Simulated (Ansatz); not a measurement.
System: C₂H₄AlN.

```yaml
atoms:
  - { symbol: C, position_ang: [-0.1092, 1.2864, -0.2808] }
  - { symbol: C, position_ang: [0.0924, -0.1639, -0.0408] }
  - { symbol: N, position_ang: [0.9169, -0.9662, -0.6257] }
  - { symbol: Al, position_ang: [-0.0534, -1.8772, 0.6294] }
  - { symbol: H, position_ang: [0.0803, 1.8471, 0.6381] }
  - { symbol: H, position_ang: [0.5600, 1.6361, -1.0723] }
  - { symbol: H, position_ang: [-1.1478, 1.4788, -0.5619] }
  - { symbol: H, position_ang: [-0.2470, -3.2982, 1.2581] }
```

Geometry: PBE0-D4/def2-TZVP.

All numbers below come from RKS PBE0-D4/def2-TZVPP (Ansatz).

What can the converged electron density and electron localisation function tell about the bonding?

C–N (1.29 Å): ρ is about 2.8 e/Å³ halfway; the ELF peaks at about 0.90 between the atoms: a covalent bond.
C–C (1.48 Å): the density is about 1.8 e/Å³ at the midpoint; the ELF peaks at about 0.95 between the atoms, as expected for a covalent bond.
Al–N (1.83 Å): ρ is about 0.79 e/Å³ halfway; the ELF peaks at about 0.80 in the valence shell of N, 0.6 Å from its nucleus, and is about 0.55 at the midpoint.
C–Al (1.85 Å): ρ is about 0.69 e/Å³ halfway; the ELF peaks at about 0.75 in the valence shell of C, 0.6 Å from its nucleus, and is about 0.40 at the midpoint.

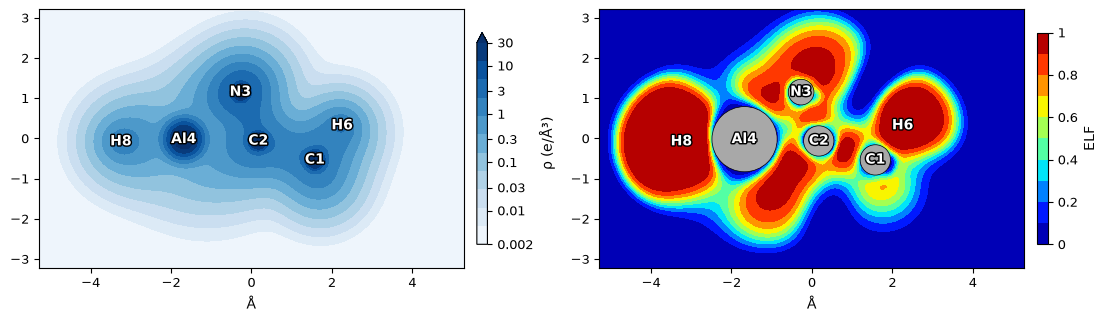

Computed electron density and electron localisation function on the plane of atoms C2, Al4 and N3, in this order. Grey discs cover the atomic cores in the ELF map. 
